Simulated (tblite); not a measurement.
## Run report: CH2F4Si, frequency calculation

- system: CH2F4Si, SMILES F[SiH2]C(F)(F)F
- method: GFN2-xTB harmonic vibrations, gas phase (tblite 0.8.0)

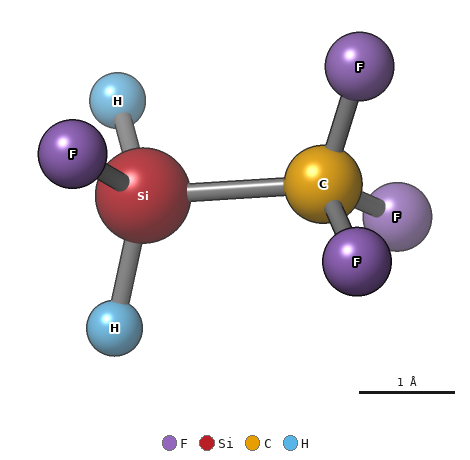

Fig. 1: The input geometry (ball-and-stick view, seen at a tilt).

## Input
```
{"job": {"kind": "ir", "xc": "GFN2-xTB", "basis": "xTB"}, "charge": 0, "multiplicity": 1}
F      1.395357     1.513201     0.001358
Si     1.013236    -0.037846     0.028218
C     -0.934357    -0.052466    -0.028164
F     -1.498329     0.579821     1.017486
F     -1.431530     0.526992    -1.136435
F     -1.429423    -1.308631    -0.012533
H      1.485205    -0.630818    -1.205665
H      1.408899    -0.580841     1.311170
```

The first line tells a small driver script what to run in tblite; the rest is the geometry in Å.

Run on 1 CPU thread, shared host.

Run as:
```bash
OMP_NUM_THREADS=1 python <driver script> task.json out
```

## What the program printed
```
mode    cm-1     km/mol
  1      30.3      5.26
  2     120.9      5.77
  3     186.6      0.05
  4     246.9      3.57
  5     392.6     77.05
  6     446.1     34.24
  7     462.0      8.12
  8     515.2    111.61
  9     558.8      6.01
 10     657.6     12.64
 11     695.6     93.19
 12     729.1    217.82
 13     861.5    208.36
 14    1022.3    267.80
 15    1036.2    211.15
 16    1144.3     73.69
 17    2411.1    111.82
 18    2413.6    243.57
```

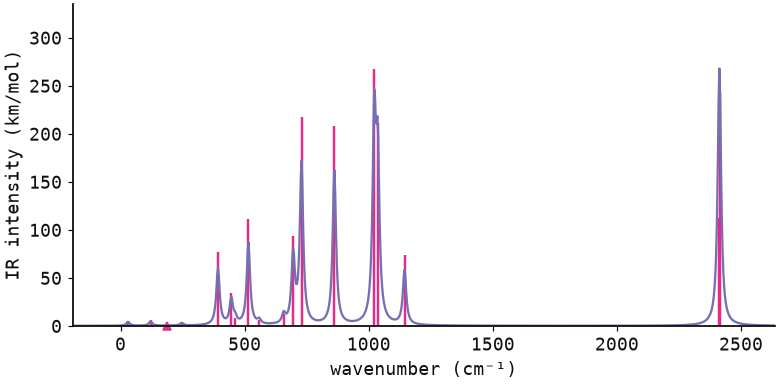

Fig. 2: Harmonic infrared spectrum, unscaled: sticks (degenerate modes added up, dark ones marked on the axis) with a Lorentzian envelope of 16 cm⁻¹ full width, scaled to the tallest stick. 18 modes from 30 to 2414 cm⁻¹, none imaginary. The strongest line is at 1022 cm⁻¹ (268 km/mol).

## Results in brief

| quantity | value |
| --- | --- |
| outcome | converged |
| total energy | −649.9526 eV |
| zero-point energy | 19.9150 kcal/mol |
| peak memory | 0.17 GiB |
